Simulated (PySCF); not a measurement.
# C₄H₇F: a tour of settings, part 2 of 2

PySCF 2.14.0. Atoms count from 0.

### 5 TDDFT and polarisability: KT3/def2-SVPD

The job: settings as JSON, then the geometry in Å.

```
{"job": {"kind": "uv", "xc": "KT3", "basis": "def2-SVPD", "nstates": 3, "ntriplets": 0, "tda": true, "scf": {"conv": 1e-15, "max_cycle": 76}}, "charge": 0, "multiplicity": 1}
C      1.406754    -0.035337     0.196214
C     -0.055366     0.170797    -0.048634
C     -0.935459    -1.030463     0.108152
C     -0.522075     1.361655    -0.385900
F     -1.834163     1.589077    -0.615295
H      1.964618     0.886861     0.058970
H      1.567279    -0.396272     1.211361
H      1.796010    -0.787876    -0.488386
H     -1.973694    -0.780303    -0.090956
H     -0.622365    -1.814795    -0.580161
H     -0.854458    -1.423450     1.121075
H      0.064117     2.259420    -0.512467
```

Level: TDA KT3/def2-SVPD, vertical, gas phase, core orbitals frozen in the response.

Log:

```text
final grid: 94040 points
cycle   1  E = -259.9185456654  dE =  3.498e-01  |g| = 6.023e-01  |ddm| = 5.866e+00
cycle   2  E = -259.7905857827  dE =  1.280e-01  |g| = 9.927e-01  |ddm| = 1.876e+00
cycle   3  E = -259.9970851937  dE = -2.065e-01  |g| = 1.390e-01  |ddm| = 1.201e+00
cycle   4  E = -260.0014596605  dE = -4.374e-03  |g| = 4.730e-02  |ddm| = 2.697e-01
cycle   5  E = -260.0019226121  dE = -4.630e-04  |g| = 2.469e-02  |ddm| = 8.969e-02
cycle   6  E = -260.0020641317  dE = -1.415e-04  |g| = 4.809e-03  |ddm| = 3.670e-02
cycle   7  E = -260.0020697723  dE = -5.641e-06  |g| = 5.060e-04  |ddm| = 1.170e-02
cycle   8  E = -260.0020698322  dE = -5.992e-08  |g| = 1.698e-04  |ddm| = 1.602e-03
cycle   9  E = -260.0020698389  dE = -6.721e-09  |g| = 6.143e-05  |ddm| = 3.937e-04
cycle  10  E = -260.0020698399  dE = -9.795e-10  |g| = 7.075e-06  |ddm| = 1.448e-04
cycle  11  E = -260.0020698399  dE = -1.273e-11  |g| = 3.113e-06  |ddm| = 2.813e-05
cycle  12  E = -260.0020698399  dE = -2.501e-12  |g| = 8.964e-07  |ddm| = 6.770e-06
cycle  13  E = -260.0020698399  dE = -1.592e-12  |g| = 7.594e-08  |ddm| = 1.746e-06
cycle  14  E = -260.0020698399  dE =  1.251e-12  |g| = 3.810e-08  |ddm| = 2.794e-07
cycle  15  E = -260.0020698399  dE = -1.023e-12  |g| = 9.203e-09  |ddm| = 5.470e-08
cycle  16  E = -260.0020698399  dE = -3.411e-13  |g| = 7.673e-09  |ddm| = 1.183e-08
cycle  17  E = -260.0020698399  dE = -1.364e-12  |g| = 3.273e-09  |ddm| = 9.853e-09
cycle  18  E = -260.0020698399  dE =  1.819e-12  |g| = 2.204e-09  |ddm| = 4.129e-09
cycle  19  E = -260.0020698399  dE =  1.137e-13  |g| = 1.592e-09  |ddm| = 3.954e-09
cycle  20  E = -260.0020698399  dE = -7.958e-13  |g| = 5.199e-09  |ddm| = 8.189e-09
cycle  21  E = -260.0020698399  dE =  1.137e-13  |g| = 6.819e-09  |ddm| = 1.249e-08
cycle  22  E = -260.0020698399  dE =  2.274e-13  |g| = 5.894e-09  |ddm| = 1.450e-08
cycle  23  E = -260.0020698399  dE =  1.251e-12  |g| = 6.710e-09  |ddm| = 1.269e-08
cycle  24  E = -260.0020698399  dE = -9.095e-13  |g| = 2.995e-09  |ddm| = 6.297e-09
cycle  25  E = -260.0020698399  dE =  1.023e-12  |g| = 1.063e-09  |ddm| = 4.502e-09
cycle  26  E = -260.0020698399  dE = -1.592e-12  |g| = 1.188e-09  |ddm| = 1.165e-09
cycle  27  E = -260.0020698399  dE = -1.364e-12  |g| = 1.157e-09  |ddm| = 7.129e-10
cycle  28  E = -260.0020698399  dE =  2.501e-12  |g| = 9.971e-10  |ddm| = 5.327e-10
cycle  29  E = -260.0020698399  dE = -1.933e-12  |g| = 1.248e-09  |ddm| = 1.660e-09
cycle  30  E = -260.0020698399  dE = -5.684e-13  |g| = 2.179e-09  |ddm| = 2.155e-09
cycle  31  E = -260.0020698399  dE =  1.705e-12  |g| = 1.979e-09  |ddm| = 1.762e-09
cycle  32  E = -260.0020698399  dE = -6.821e-13  |g| = 1.110e-09  |ddm| = 3.851e-09
cycle  33  E = -260.0020698399  dE =  4.547e-13  |g| = 1.579e-09  |ddm| = 9.649e-10
cycle  34  E = -260.0020698399  dE = -5.684e-13  |g| = 1.050e-09  |ddm| = 8.090e-10
cycle  35  E = -260.0020698399  dE =  7.958e-13  |g| = 5.760e-10  |ddm| = 7.633e-10
cycle  36  E = -260.0020698399  dE = -4.547e-13  |g| = 3.516e-10  |ddm| = 5.363e-10
cycle  37  E = -260.0020698399  dE =  1.933e-12  |g| = 3.450e-10  |ddm| = 3.152e-10
cycle  38  E = -260.0020698399  dE = -1.137e-12  |g| = 3.823e-10  |ddm| = 5.486e-10
cycle  39  E = -260.0020698399  dE = -1.137e-12  |g| = 8.348e-10  |ddm| = 8.685e-10
cycle  40  E = -260.0020698399  dE =  5.684e-13  |g| = 1.097e-09  |ddm| = 5.179e-10
cycle  41  E = -260.0020698399  dE = -1.023e-12  |g| = 4.580e-10  |ddm| = 9.511e-10
cycle  42  E = -260.0020698399  dE =  9.095e-13  |g| = 2.407e-10  |ddm| = 9.079e-10
cycle  43  E = -260.0020698399  dE =  2.274e-13  |g| = 4.805e-10  |ddm| = 4.157e-10
cycle  44  E = -260.0020698399  dE =  7.958e-13  |g| = 5.008e-10  |ddm| = 1.074e-10
cycle  45  E = -260.0020698399  dE = -2.274e-13  |g| = 4.193e-10  |ddm| = 1.612e-10
cycle  46  E = -260.0020698399  dE = -1.478e-12  |g| = 3.225e-10  |ddm| = 1.972e-10
cycle  47  E = -260.0020698399  dE =  1.023e-12  |g| = 1.588e-10  |ddm| = 2.679e-10
cycle  48  E = -260.0020698399  dE =  1.137e-13  |g| = 1.807e-10  |ddm| = 4.261e-10
cycle  49  E = -260.0020698399  dE =  1.592e-12  |g| = 4.664e-10  |ddm| = 4.341e-10
cycle  50  E = -260.0020698399  dE = -1.592e-12  |g| = 4.567e-10  |ddm| = 7.435e-11
cycle  51  E = -260.0020698399  dE =  1.364e-12  |g| = 2.450e-10  |ddm| = 2.865e-10
cycle  52  E = -260.0020698399  dE = -2.956e-12  |g| = 3.116e-11  |ddm| = 3.230e-10
cycle  53  E = -260.0020698399  dE =  1.933e-12  |g| = 1.524e-10  |ddm| = 2.434e-10
cycle  54  E = -260.0020698399  dE = -1.137e-13  |g| = 2.369e-10  |ddm| = 1.429e-10
cycle  55  E = -260.0020698399  dE = -1.023e-12  |g| = 2.632e-10  |ddm| = 7.274e-11
cycle  56  E = -260.0020698399  dE =  4.547e-13  |g| = 2.244e-10  |ddm| = 8.487e-11
cycle  57  E = -260.0020698399  dE =  0.000e+00  |g| = 1.007e-10  |ddm| = 1.847e-10
converged SCF energy = -260.0020698399

Static polarisability (au): isotropic 52.128, principal 39.746 53.172 63.465

Singlet excitations
state   eV       nm        f      main configurations
  1   5.6835    218.1   0.00039   H->L+1 1.00
  2   6.3524    195.2   0.00285   H->L+2 1.00
  3   6.6668    186.0   0.01283   H->L+3 1.00
```

It took 56 s on 1 thread of Arm Neoverse V1, shared host; peak memory 0.5 GiB.

Despite a needlessly tight threshold, the SCF converged in 57 cycles.

The orbitals next to the gap, with their largest atomic shares:

```csv
orbital,eV,atoms
HOMO−3,-9.70,"F4 26 %, C2 20 %, C0 13 %"
HOMO−2,-8.92,"C0 19 %, F4 17 %, C2 17 %"
HOMO−1,-8.65,"F4 27 %, C2 16 %, C1 15 %"
HOMO,-5.84,"C1 32 %, C3 30 %, F4 16 %"
LUMO,-0.34,"C3 32 %, C1 30 %, F4 8 %"
LUMO+1,-0.20,"C0 19 %, C2 17 %, C3 13 %"
LUMO+2,0.46,"F4 17 %, C0 17 %, C3 12 %"
```

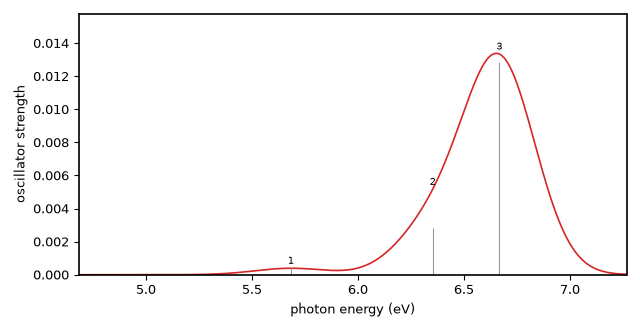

Absorption spectrum from the 3 singlet states computed; above the last one it falls off for lack of states. Lines are broadened to a width of 0.40 eV (Gaussian).

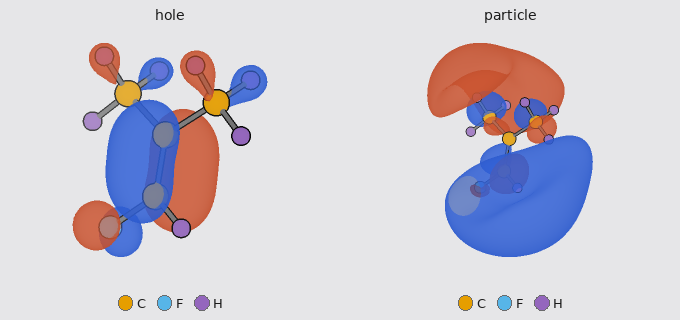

Leading natural transition orbitals of singlet state 3: the electron leaves the hole (left) for the particle orbital (right).

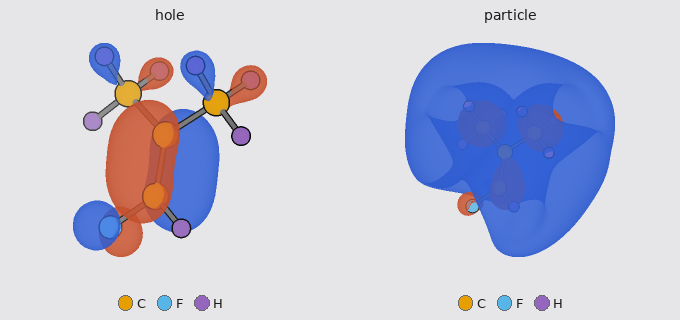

Leading natural transition orbitals of singlet state 1: the electron leaves the hole (left) for the particle orbital (right).

Ground-state properties from the same run:

```csv
property,computed
dipole moment (D),1.66
polarisability (Å³),7.72
HOMO–LUMO gap (eV),5.50
−ε(HOMO) (eV),5.84
```

### 6 Shielding tensors: HCTH407/cc-pVTZ

Same as in step 5 but for these lines:

```diff
@@ -1,2 +1,2 @@
-{"job": {"kind": "uv", "xc": "KT3", "basis": "def2-SVPD", "nstates": 3, "ntriplets": 0, "tda": true, "scf": {"conv": 1e-15, "max_cycle": 76}}, "charge": 0, "multiplicity": 1}
+{"job": {"kind": "nmr", "xc": "HCTH407", "basis": "cc-pVTZ", "pop": false, "scf": {"guess": "huckel", "level_shift": 0.1}}, "charge": 0, "multiplicity": 1}
 C      1.406754    -0.035337     0.196214
```

With the program's defaults for keys left out, this is: GIAO HCTH407/cc-pVTZ NMR shielding, non-relativistic, gas phase.

Log:

```text
final grid: 94040 points
cycle   1  E = -251.1312770368  dE =  3.037e+00  |g| = 5.057e+00  |ddm| = 1.049e+01
cycle   2  E = -232.8767113806  dE =  1.825e+01  |g| = 8.643e+00  |ddm| = 1.168e+02
cycle   3  E = -255.8625392308  dE = -2.299e+01  |g| = 1.863e+00  |ddm| = 1.166e+02
cycle   4  E = -255.8743130327  dE = -1.177e-02  |g| = 1.556e+00  |ddm| = 4.101e+00
cycle   5  E = -256.5028986589  dE = -6.286e-01  |g| = 2.889e-01  |ddm| = 1.985e+00
cycle   6  E = -256.5285906118  dE = -2.569e-02  |g| = 9.781e-02  |ddm| = 6.754e-01
cycle   7  E = -256.5305004022  dE = -1.910e-03  |g| = 4.090e-02  |ddm| = 2.476e-01
cycle   8  E = -256.5309047095  dE = -4.043e-04  |g| = 1.214e-02  |ddm| = 6.462e-02
cycle   9  E = -256.5309436490  dE = -3.894e-05  |g| = 2.923e-03  |ddm| = 1.689e-02
cycle  10  E = -256.5309460140  dE = -2.365e-06  |g| = 1.113e-03  |ddm| = 4.542e-03
cycle  11  E = -256.5309463651  dE = -3.511e-07  |g| = 2.257e-04  |ddm| = 2.321e-03
cycle  12  E = -256.5309463784  dE = -1.327e-08  |g| = 5.355e-05  |ddm| = 4.899e-04
cycle  13  E = -256.5309463788  dE = -3.989e-10  |g| = 2.659e-05  |ddm| = 1.078e-04
level shift removed, Fock matrix diagonalised once more
converged SCF energy = -256.5309463788

GIAO shielding tensors (ppm)
atom      isotropic    diamagn.    paramagn.     s11        s22        s33       span
  0 C      166.527     252.459     -85.931    153.487    157.544    188.550     35.063
  1 C       69.556     250.413    -180.857    -25.998     77.088    157.579    183.578
  2 C      170.640     252.795     -82.155    153.022    172.801    186.096     33.075
  3 C       40.523     249.741    -209.219    -33.317     69.811     85.073    118.390
  4 F      292.394     469.608    -177.214    202.626    288.618    385.938    183.312
  5 H       29.991      30.778      -0.787     26.314     28.774     34.885      8.570
  6 H       30.102      30.638      -0.537     26.662     28.098     35.544      8.882
  7 H       30.103      30.633      -0.530     26.661     28.104     35.544      8.883
  8 H       28.954      30.866      -1.911     24.461     29.161     33.241      8.780
  9 H       30.404      30.640      -0.236     26.765     28.184     36.262      9.497
 10 H       30.402      30.643      -0.241     26.766     28.176     36.263      9.497
 11 H       24.956      30.536      -5.580     22.139     24.580     28.148      6.009
```

It took 32 s on 1 thread of Arm Neoverse V1, shared host; peak memory 0.65 GiB.

Key values: δ C3 146.2, C1 117.2, C0 20.2, C2 16.1, H11 6.79, H8 1.83 ppm (means over like atoms).

### 7 Side by side: NMR shifts

Shifts (ppm) of some atoms, chosen among heavy atoms and hydrogens apart, means over like atoms, with basis size and wall time:

```csv
run,C3,C1,C0,C2,H11,H5,F4,functions,time
BLYP/6-311G**,150.2,121.4,21.0,16.5,6.84,1.63,-155.3,132,15 s
PBE0/pcSseg-1 in chloroform,152.6,124.4,20.1,16.6,6.93,1.71,-140.5,120,8.6 s
HCTH407/cc-pVTZ,146.2,117.2,20.2,16.1,6.79,1.68,-137.4,248,32 s
```

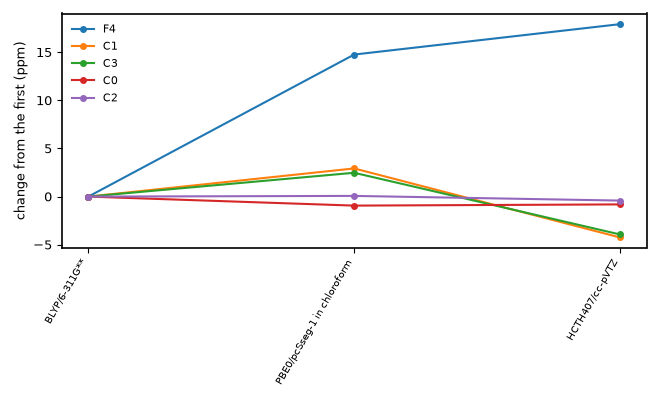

How five of the tabulated atoms move from run to run.

### 8 Results

The summary covers parts 1 to 2.

| quantity | value |
| --- | --- |
| 13C shifts against TMS (BLYP/6-311G**) | 150.2, 121.4, 21.0, 16.5 ppm |
| 1H shifts against TMS (BLYP/6-311G**, means over atoms taken as alike) | 6.84, 1.81, 1.63 ppm |
| 19F shifts against CFCl3 (BLYP/6-311G**) | -155.3 ppm |
| potential on the surface of density 0.002 e/bohr³, 1st and 99th percentile | -0.83 V and 0.94 V |
| lowest singlet (KT3/def2-SVPD) | 5.68 eV (218 nm), f = 0.000 |
| brightest single state of those computed | state 3, 6.67 eV, f = 0.013 |
| range of the shift of F4 | -155.3 to -137.4 ppm |
| property runs in this session | 5, of which 0 failed and 1 gave unsound results |

What this shows: Single values in the summary come from the first sound run of each kind (BLYP/6-311G**; KT3/def2-SVPD), which need not be the best level. The lowest singlet, at 5.68 eV, is HOMO→LUMO+1 1.00 and is dark; of the 3 states computed, the strongest absorption comes from state 3 at 6.67 eV (the last computed, so partners may be missing). At KT3/def2-SVPD, states above −ε(HOMO) (5.84 eV) lie where TDDFT describes them poorly and they hang on the basis; the brightest is among them. In ppm, F4 moves most: its shift spreads over 17.9 ppm, from -155.3 (BLYP/6-311G**) to -137.4 (HCTH407/cc-pVTZ). Each shift counts from a reference computed in the same medium, and that reference moves with the solvent too, so shifts and shieldings show the solvent's effect differently.
